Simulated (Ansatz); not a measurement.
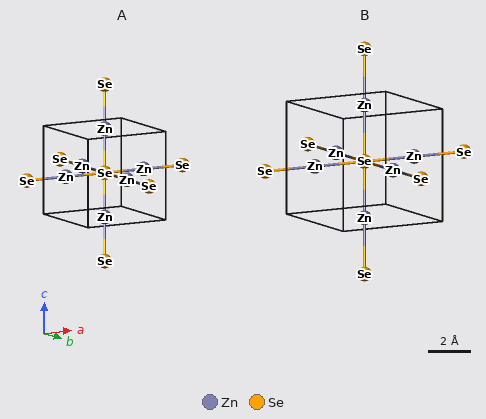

Two geometries of a crystal of Zn3Se (a generated structure, set up in Pm-3m) (coarse preliminary run), drawn at one scale. One is the start of a relaxation, the other its converged end. A ball-and-stick model of the cell of the calculation, seen from a free direction.

All numbers below come from DFT PBE, scalar-relativistic, plane waves, PAW (Ansatz 0.2.0). (plane-wave cutoff 420 eV; k-point mesh 4 × 4 × 4; occupations gaussian; smearing width 0.1 eV; no spin polarisation; cell and atoms relaxed; force threshold 0.04 eV/Å; at most 70 steps)

Q: Which geometry has the lower energy?

A: Structure B is the relaxed one. No atom moves by more than 0.005 Å relative to the cell. The volume changes by +107.6 %, with a = b = c 4.364 → 5.566 Å (+27.6 %). Among the contacts that change: Se–Zn 2.182 → 2.783 Å. The space group stays Pm-3m (No. 221). Over 9 accepted moves (11 points after the start) the energy falls by 931 meV per atom. All forces vanish by symmetry, so only the cell relaxes. The pressure goes from 26.74 to −0.02 GPa. The SCF was repeated twice at an unchanged geometry on a basis and grid sized afresh for the cell, which shifted the energy by 64.2 meV per atom at most.
